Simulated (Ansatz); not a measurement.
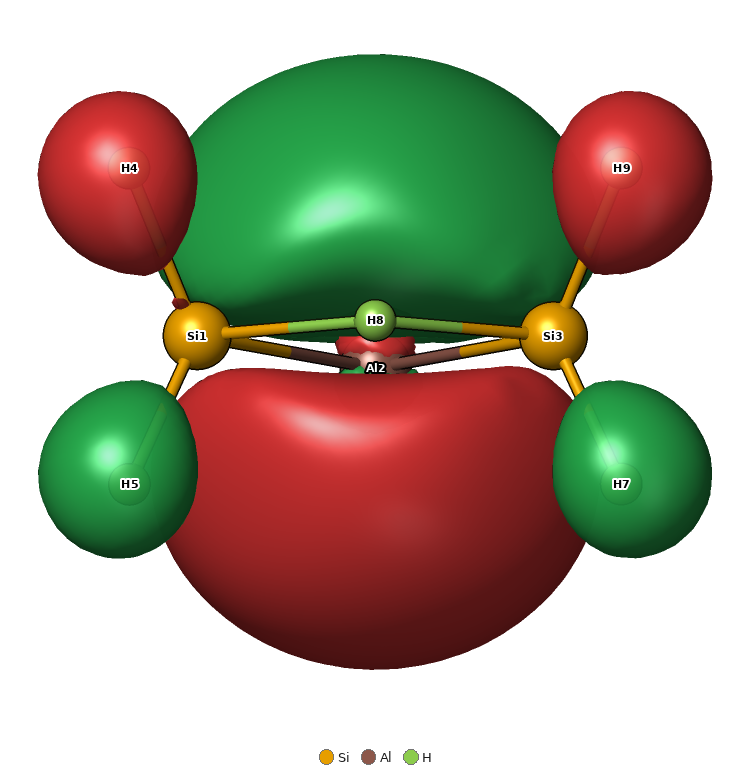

Figure 1: AlH6Si2 (charge +1). One frontier orbital at ±0.08 Å⁻³ᐟ² (green and red are the two phases), seen from one side.

Geometry: PBE0-D4/def2-TZVP.

All numbers below come from RKS PBE0-D4/def2-TZVPP in Ansatz.

```yaml
atoms:
  - { symbol: Si, position_ang: [-0.8852, 0.4877, -0.9850] }
  - { symbol: Al, position_ang: [0.2358, 1.4649, 0.9501] }
  - { symbol: Si, position_ang: [0.8201, -0.8936, 0.7214] }
  - { symbol: H, position_ang: [-2.2597, -0.0627, -0.9248] }
  - { symbol: H, position_ang: [-0.3208, 0.5553, -2.3536] }
  - { symbol: H, position_ang: [0.4432, 2.7599, 1.7910] }
  - { symbol: H, position_ang: [2.0307, -1.3546, 0.0016] }
  - { symbol: H, position_ang: [-0.1604, -0.9865, -0.6383] }
  - { symbol: H, position_ang: [0.0963, -1.9702, 1.4376] }
```

> Which orbital is it: HOMO or LUMO?

The LUMO, at −7.52 eV. It lies mainly on Al2 (about 55 %), Si1 (about 15 %) and Si3 (about 15 %).
